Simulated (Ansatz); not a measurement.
Ti (hcp, Mg type), scan of one atom of the cell

Relaxed Ti (hcp, Mg type):

```
Ti
1.0
    2.93914     0.00000     0.00000
   -1.46957     2.54537     0.00000
    0.00000     0.00000     4.65010
Ti
2
Direct
  0.33333   0.66667   0.75000
  0.66667   0.33333   0.25000
```

In each cell atom 2 (Ti, nearest neighbour Ti at 2.878 Å; its periodic images, 2.9 Å or more away, move with it) moves by s·(0.577, 0.577, 0.577) (along Cartesian [111]), the rest being held.

Computed with PBE (plane waves to 420 eV, PAW, scalar-relativistic; Ansatz, an electronic-structure program). k mesh 15×15×8 (Γ-centred), Fermi-Dirac smearing 0.05 eV. Energies are smeared free energies. Left out: 1 of 11 points, with atoms too close for the PAW data. With partly filled bands, energies and forces of such displacements shift with the k mesh and the smearing. F∥ is the force on the atom along that direction. Ti is run without spin polarisation. Ti was relaxed with its symmetry unable to fall. The zero of ΔE is the undisplaced structure.

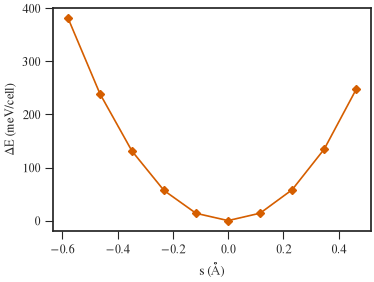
*ΔE (meV/cell) against s (Å); computed points joined by lines.*

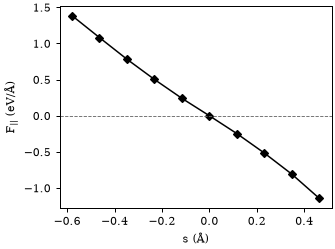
F∥ (eV/Å) against s (Å); one marker a computed point.

The energy at s = 0.464 Å is 248 meV/cell and the force constant k = d²E/ds² at s = 0 (finite differences) comes out as 2.07 eV/Å². Symmetry of the curve: not even: the positive side lies higher at ±0.464 Å. Shape of the curve: a single well with its minimum at or next to zero displacement. Harmonic estimate at the end of the scan: ½ks² = 223 meV/cell against the computed 248 meV/cell, so the well is stiffer than harmonic there.

With its periodic images moving along, the atom's site symmetry in this cell is -6m2.

(For displaced atoms, the force is minus the slope of the energy, and its curvature is a force constant, which sets phonon frequencies.)
